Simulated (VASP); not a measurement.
# HfCu: structure and properties in VASP, part 2 of 4

Aim: relax HfCu, then compute properties on the relaxed cell. The cell is invented: it takes the structure of a Materials Project entry for FeRu (space group 187 there), with all of its atoms replaced by other elements, volume scaled by an estimate. It may not be a known or stable phase. Left out of this account: 1 further run (relaxation: a spoilt try).

VASP 6.6.1; revPBE; plane waves and PAW (Hf_pv, Cu); invented cell.

Still holding for the runs below: This run has no spin polarisation. Its electron count is odd, so without a moment it is a metal by construction. The k-mesh is coarse for a metal.

So far. Step 2 (Relaxing cell and atoms (revPBE)): It ends with forces that vanish by symmetry and a pressure of 0.04 GPa. The relaxed cell has a = 3.070, c = 4.424 Å (conventional setting).

### Step 3. Second relaxation

The basis stayed that of the start cell while the cell moved. A rerun from the cell reached resets it; the error of the finite cutoff stays.

The input, INCAR:

```
SYSTEM = HfCu
PREC = Accurate
ENCUT = 400
EDIFF = 1E-06
NELM = 100
ISMEAR = -1
SIGMA = 0.05
LREAL = .FALSE.
ALGO = Normal
GGA = RE
NBANDS = 16
LORBIT = 11
LWAVE = .FALSE.
LCHARG = .FALSE.
IBRION = 2
NSW = 60
ISIF = 3
EDIFFG = -0.01
```

The input, POSCAR:

```
HfCu
1.0
    3.0701623952     -0.0000000192      0.0000000000
   -1.5350817307      2.6588386339      0.0000000000
    0.0000000000      0.0000000000      4.4243829370
Hf Cu
1 1
Direct
    0.6666666700      0.3333333300      0.0000000000
    0.0000000000      0.0000000000      0.5000000000
```

The input, KPOINTS:

```
Automatic mesh
0
Gamma
10 10 6
0 0 0
```

The projector-augmented-wave data sets are Hf_pv and Cu (PBE family, release 64).

The run is started by

```
> mpirun -np 1 vasp_std
```

What it wrote:

```text
[banner, memory and clock lines left out]
running    1 mpi-ranks, on    1 nodes
 distrk:  each k-point on    1 cores,    1 groups
 distr:  one band on    1 cores,    1 groups

 POSCAR found type information on POSCAR HfCu
 POSCAR found :  2 types and       2 ions
 [... a notice as in an earlier step ...]

 LDA part: xc-table for (Slater+PW92), standard interpolation
 POSCAR, INCAR and KPOINTS ok, starting setup
 FFT: planning ... GRIDC
 FFT: planning ... GRID_SOFT
 FFT: planning ... GRID
 WAVECAR not read
 entering main loop
       N       E                     dE             d eps       ncg     rms          rms(c)
DAV:   1     0.821472869630E+02    0.82147E+02   -0.93350E+03  1808   0.133E+03
DAV:   2    -0.112477027526E+02   -0.93395E+02   -0.89993E+02  2040   0.280E+02
DAV:   3    -0.144009161379E+02   -0.31532E+01   -0.30654E+01  2336   0.479E+01
DAV:   4    -0.144658611836E+02   -0.64945E-01   -0.64884E-01  2168   0.685E+00
DAV:   5    -0.144683954162E+02   -0.25342E-02   -0.25341E-02  2552   0.128E+00    0.556E+01
DAV:   6    -0.179210928019E+02   -0.34527E+01   -0.65544E+01  1952   0.190E+02    0.198E+01
DAV:   7    -0.129408128643E+02    0.49803E+01   -0.28250E+01  2336   0.880E+01    0.203E+01
DAV:   8    -0.126249696578E+02    0.31584E+00   -0.12924E+00  2432   0.226E+01    0.299E+00
DAV:   9    -0.126138494963E+02    0.11120E-01   -0.96507E-02  2824   0.556E+00    0.647E-01
DAV:  10    -0.126125488952E+02    0.13006E-02   -0.10041E-02  2560   0.103E+00    0.207E-01
DAV:  11    -0.126124254498E+02    0.12345E-03   -0.37058E-04  2360   0.269E-01    0.168E-01
DAV:  12    -0.126123233635E+02    0.10209E-03   -0.60954E-04  2152   0.608E-01    0.516E-02
DAV:  13    -0.126123133514E+02    0.10012E-04   -0.67758E-05  2584   0.181E-01    0.267E-02
DAV:  14    -0.126123140236E+02   -0.67217E-06   -0.14855E-06  1456   0.223E-02
   1 F= -.12612314E+02 E0= -.12604189E+02  d E =-.126123E+02
 curvature:   0.00 expect dE= 0.000E+00 dE for cont linesearch  0.000E+00
 trial: gam= 0.00000 g(F)=  0.243E-44 g(S)=  0.365E-03 ort = 0.000E+00 (trialstep = 0.100E+01)
 search vector abs. value=  0.365E-03
 bond charge predicted
       N       E                     dE             d eps       ncg     rms          rms(c)
DAV:   1    -0.126210348604E+02   -0.87215E-02   -0.12492E-01  1904   0.735E+00    0.110E+00
DAV:   2    -0.126254196705E+02   -0.43848E-02   -0.14071E-01  1960   0.940E+00    0.101E+00
DAV:   3    -0.126123986751E+02    0.13021E-01   -0.54076E-02  2080   0.578E+00    0.187E-01
DAV:   4    -0.126121275545E+02    0.27112E-03   -0.11815E-03  2512   0.438E-01    0.860E-02
DAV:   5    -0.126120697776E+02    0.57777E-04   -0.56497E-05  2816   0.145E-01    0.368E-02
DAV:   6    -0.126120575537E+02    0.12224E-04   -0.18550E-05  2944   0.793E-02    0.136E-02
DAV:   7    -0.126120574377E+02    0.11601E-06   -0.22482E-06  1768   0.170E-02
   2 F= -.12612057E+02 E0= -.12603985E+02  d E =0.256586E-03
[...]
3 F= -.12612308E+02 E0= -.12604198E+02  d E =0.555283E-05
 curvature:  -0.18 expect dE=-0.821E-05 dE for cont linesearch -0.821E-05
 ZBRENT: interpolating
 opt :   0.1596  next Energy=   -12.612312 (dE= 0.194E-05)
 bond charge predicted
       N       E                     dE             d eps       ncg     rms          rms(c)
DAV:   1    -0.126123408103E+02   -0.32462E-04   -0.39188E-04  1880   0.413E-01    0.598E-02
DAV:   2    -0.126123516614E+02   -0.10851E-04   -0.41049E-04  1968   0.508E-01    0.564E-02
DAV:   3    -0.126123138891E+02    0.37772E-04   -0.16885E-04  2096   0.321E-01    0.115E-02
DAV:   4    -0.126123127146E+02    0.11745E-05   -0.38849E-06  2048   0.307E-02    0.445E-03
DAV:   5    -0.126123125786E+02    0.13601E-06   -0.20167E-07   936   0.733E-03
   4 F= -.12612313E+02 E0= -.12604199E+02  d E =0.144499E-05
 curvature:  -0.08 expect dE=-0.152E-05 dE for cont linesearch -0.151E-05
 trial: gam= 0.00000 g(F)=  0.676E-46 g(S)=  0.190E-04 ort =-0.830E-04 (trialstep = 0.832E+00)
 search vector abs. value=  0.190E-04
 reached required accuracy - stopping structural energy minimisation
```

It took 29 s on 1 MPI rank of Intel Xeon Platinum 8488C (Sapphire Rapids), shared host; peak memory 0.15 GiB.

Parts of OUTCAR (step 3):

```text
  LATTYP: Found a hexagonal cell.
 ALAT       =     3.0701623952
 C/A-ratio  =     1.4410908504

The static configuration has the point symmetry D_3h.

 Found     56 irreducible k-points:

   ENCUT  =  400.0 eV  29.40 Ry    5.42 a.u.   5.01  5.01  7.22*2*pi/ulx,y,z

   NELECT =      21.0000    total number of electrons

 E-fermi :   5.4863

 k-point     1 :       0.0000    0.0000    0.0000
  band No.  band energies     occupation
    ...
      6       2.4628      2.00000
      7       2.4628      2.00000
      8       2.5942      2.00000
      9       2.5942      2.00000
     10       4.0862      2.00000
     11       6.4273      0.00000
     12       7.0704      0.00000
     13       7.0704      0.00000
     14      10.1598      0.00000
     15      10.1598      0.00000
    ...

 k-point     2 :       0.1000   -0.0000    0.0000
  band No.  band energies     occupation
    ...
      6       2.4186      2.00000
      7       2.5122      2.00000
      8       2.5370      2.00000
      9       2.5723      2.00000
     10       4.2455      2.00000
     11       6.0968      0.00001
     12       6.7175      0.00000
     13       7.3837      0.00000
     14      10.0739      0.00000
     15      10.6247      0.00000
    ...

  Total        0.0170740      0.0170740      0.0143129     -0.0000000      0.0000000     -0.0000000
  in kB        0.7580480      0.7580480      0.6354609     -0.0000002      0.0000000     -0.0000000
  external PRESSURE =       0.7171857 kB  Pullay stress =       0.0000000 kB

  energy-cutoff  :      400.00
  volume of cell :       36.09
      direct lattice vectors                 reciprocal lattice vectors
     3.069319781 -0.000000019 -0.000000000     0.325805089  0.188103721  0.000000000
    -1.534660424  2.658108909  0.000000000     0.000000002  0.376207310  0.000000000
    -0.000000000  0.000000000  4.423182310     0.000000000 -0.000000000  0.226081570

 POSITION                                       TOTAL-FORCE (eV/Angst)
 -----------------------------------------------------------------------------------
      1.53466      0.88604      0.00000        -0.000000      0.000000      0.000000
     -0.00000     -0.00000      2.21159         0.000000      0.000000     -0.000000
 -----------------------------------------------------------------------------------
    total drift:                               -0.000009      0.000002     -0.000000

  FREE ENERGIE OF THE ION-ELECTRON SYSTEM (eV)
  ---------------------------------------------------
  free  energy   TOTEN  =       -12.6123125786 eV

  energy  without entropy=      -12.5960863676  energy(sigma->0) =      -12.60419947

 total charge
# of ion       s       p       d       tot
------------------------------------------
    1        0.397   6.352   1.588   8.337
    2        0.494   0.314   9.113   9.921
--------------------------------------------------
tot          0.891   6.666  10.701  18.258

[... 4 parts as in an earlier step ...]

[... 7 further parts left out ...]
```

CONTCAR:

```
HfCu
   1.00000000000000
     3.0693197814354112   -0.0000000190205161   -0.0000000000000000
    -1.5346604235205206    2.6581089088875811    0.0000000000000000
    -0.0000000000000000    0.0000000000000000    4.4231823103214625
  Hf              Cu
     1     1
Direct
     0.6666666699999979    0.3333333300000021    0.0000000000000000
     0.0000000000000000    0.0000000000000000    0.5000000000000000
```

Little changed from the start: no atom moved by 0.005 Å and no cell edge by 0.1 %.

This step gave:

```yaml
fermi_energy: 5.486 eV
pressure: 0.07172 GPa
scf_cycles_over_all_ionic_steps: 33
```

It ends with forces that vanish by symmetry and a pressure of 0.07 GPa. The volume moved by only 0.08 %, so the volume is settled.

### Step 4. Density, ELF and potential (revPBE)

A single point on the relaxed cell gives a clean self-consistent state, with density, ELF and potential written out.

Edit INCAR of step 3 so:

```diff
@@ -13,6 +13,5 @@
 LWAVE = .FALSE.
-LCHARG = .FALSE.
-IBRION = 2
-NSW = 60
-ISIF = 3
-EDIFFG = -0.01
+LCHARG = .TRUE.
+ISIF = 2
+LELF = .TRUE.
+LVHAR = .TRUE.
```

The input, POSCAR:

```
HfCu
1.0
    3.0693197814     -0.0000000190      0.0000000000
   -1.5346604235      2.6581089089      0.0000000000
    0.0000000000      0.0000000000      4.4231823103
Hf Cu
1 1
Direct
    0.6666666700      0.3333333300      0.0000000000
    0.0000000000      0.0000000000      0.5000000000
```

KPOINTS is that of step 3.

The run is started by

```
> mpirun -np 1 vasp_std
```

What it wrote:

```text
[... set-up lines as in an earlier step ...]
 entering main loop
       N       E                     dE             d eps       ncg     rms          rms(c)
DAV:   1     0.833674047158E+02    0.83367E+02   -0.94169E+03  1800   0.134E+03
DAV:   2    -0.111039233463E+02   -0.94471E+02   -0.91200E+02  2088   0.281E+02
DAV:   3    -0.143959632922E+02   -0.32920E+01   -0.32031E+01  2336   0.486E+01
DAV:   4    -0.144676320369E+02   -0.71669E-01   -0.71630E-01  2136   0.710E+00
DAV:   5    -0.144703197538E+02   -0.26877E-02   -0.26877E-02  2632   0.134E+00    0.556E+01
DAV:   6    -0.179293958840E+02   -0.34591E+01   -0.65705E+01  1968   0.190E+02    0.198E+01
DAV:   7    -0.129388531160E+02    0.49905E+01   -0.28277E+01  2344   0.880E+01    0.203E+01
DAV:   8    -0.126252736950E+02    0.31358E+00   -0.12946E+00  2424   0.225E+01    0.301E+00
DAV:   9    -0.126137694102E+02    0.11504E-01   -0.97489E-02  2832   0.562E+00    0.638E-01
DAV:  10    -0.126124726150E+02    0.12968E-02   -0.10195E-02  2512   0.103E+00    0.197E-01
DAV:  11    -0.126123721746E+02    0.10044E-03   -0.42610E-04  2376   0.327E-01    0.173E-01
DAV:  12    -0.126122601955E+02    0.11198E-03   -0.69367E-04  2104   0.650E-01    0.526E-02
DAV:  13    -0.126122482683E+02    0.11927E-04   -0.76111E-05  2592   0.196E-01    0.240E-02
DAV:  14    -0.126122490050E+02   -0.73672E-06   -0.21551E-06  1576   0.289E-02
   1 F= -.12612249E+02 E0= -.12604132E+02  d E =-.162349E-01
```

The job ended after 13 s (1 MPI rank; peak memory 0.15 GiB).

Parts of OUTCAR (step 4):

```text
  LATTYP: Found a hexagonal cell.
 ALAT       =     3.0693197814
 C/A-ratio  =     1.4410952997

The static configuration has the point symmetry D_3h.

 Found     56 irreducible k-points:

   ENCUT  =  400.0 eV  29.40 Ry    5.42 a.u.   5.01  5.01  7.21*2*pi/ulx,y,z

   NELECT =      21.0000    total number of electrons

 E-fermi :   5.4862

 k-point     1 :       0.0000    0.0000    0.0000
  band No.  band energies     occupation
    ...
      6       2.4645      2.00000
      7       2.4645      2.00000
      8       2.5959      2.00000
      9       2.5959      2.00000
     10       4.0867      2.00000
     11       6.4273      0.00000
     12       7.0699      0.00000
     13       7.0699      0.00000
     14      10.1594      0.00000
     15      10.1594      0.00000
    ...

 k-point     2 :       0.1000    0.0000    0.0000
  band No.  band energies     occupation
    ...
      6       2.4203      2.00000
      7       2.5139      2.00000
      8       2.5387      2.00000
      9       2.5741      2.00000
     10       4.2458      2.00000
     11       6.0968      0.00001
     12       6.7170      0.00000
     13       7.3832      0.00000
     14      10.0734      0.00000
     15      10.6244      0.00000
    ...

  Total       -0.0575308     -0.0575308     -0.0527112      0.0000000      0.0000000      0.0000000
  in kB       -2.5542362     -2.5542362     -2.3402600      0.0000005      0.0000000      0.0000000
  external PRESSURE =      -2.4829108 kB  Pullay stress =       0.0000000 kB

  energy-cutoff  :      400.00
  volume of cell :       36.09
      direct lattice vectors                 reciprocal lattice vectors
     3.069319781 -0.000000019  0.000000000     0.325805089  0.188103721  0.000000000
    -1.534660424  2.658108909  0.000000000     0.000000002  0.376207310  0.000000000
     0.000000000  0.000000000  4.423182310     0.000000000  0.000000000  0.226081570

 POSITION                                       TOTAL-FORCE (eV/Angst)
 -----------------------------------------------------------------------------------
      1.53466      0.88604      0.00000         0.000000      0.000000      0.000000
      0.00000      0.00000      2.21159        -0.000000     -0.000000      0.000000
 -----------------------------------------------------------------------------------
    total drift:                               -0.000009      0.000002     -0.000000

  FREE ENERGIE OF THE ION-ELECTRON SYSTEM (eV)
  ---------------------------------------------------
  free  energy   TOTEN  =       -12.6122490050 eV

  energy  without entropy=      -12.5960140916  energy(sigma->0) =      -12.60413155

[... 5 parts as in an earlier step ...]

[... 6 further parts left out ...]
```

This step gave:

* SCF cycles: 14
* pressure: -0.2483 GPa

Valence electrons inside each PAW sphere by angular momentum. Sphere charges, by row:

| atom | s (e) | p (e) | d (e) | tot (e) |
| --- | --- | --- | --- | --- |
| Hf1 | 0.397 | 6.352 | 1.588 | 8.337 |
| Cu2 | 0.494 | 0.314 | 9.113 | 9.921 |

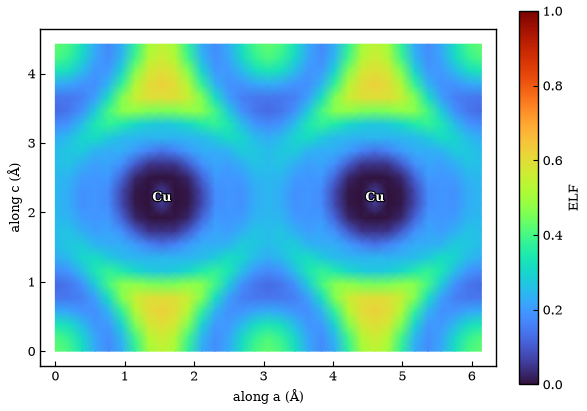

ELF in the ac plane at fractional y = 0.000, with atoms of Cu within 0.2 Å of it. It is the smooth field of the valence electrons, not physical close to the nuclei. The map starts off the cell's origin, so that atoms lie inside it.

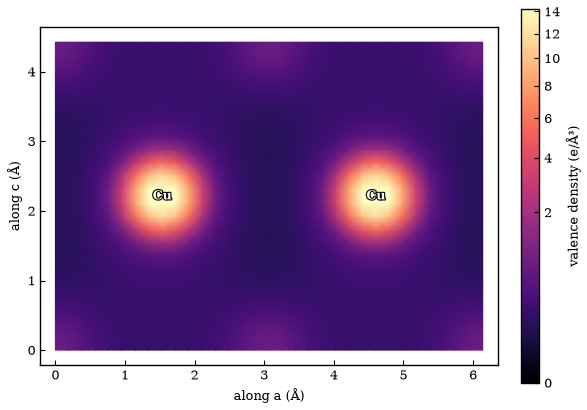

Valence density in the ac plane at fractional y = 0.000, with atoms of Cu within 0.2 Å of it. It is the smooth field of the valence electrons, not physical close to the nuclei. The map starts off the cell's origin, so that atoms lie inside it. The colour scale is stretched toward low values.

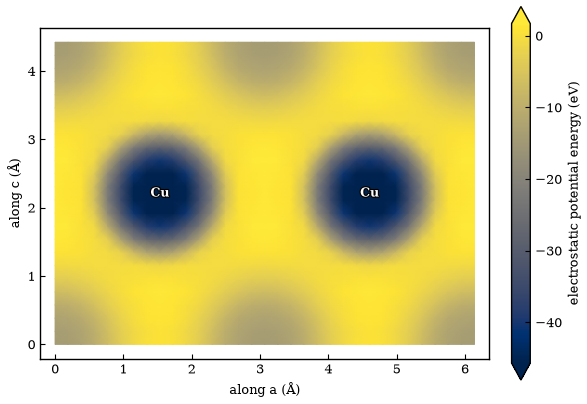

Electrostatic potential energy in the ac plane at fractional y = 0.000, with atoms of Cu within 0.2 Å of it. With pseudopotentials it is smooth inside the atoms' cores, unlike the true potential. The map starts off the cell's origin, so that atoms lie inside it.

In this run the pressure is -0.25 GPa, small enough to go on.

[end of part 2 of 4]

[Lines on the potential files, build, host, timing and source positions are cut from VASP's logs without a mark.]

[Logs are printed without paths, hosts, clocks, repeated set-up lines and the standing remarks that a program may print on its own settings, such as how far it seeks lower states.]

[Hosts, paths, dates, database ids (printed as entryN), source tags and the programs' standing remarks are cut or masked in the printed files.]

[A measured line is paired with the nearest computed mode of its activity, which favours agreement.]
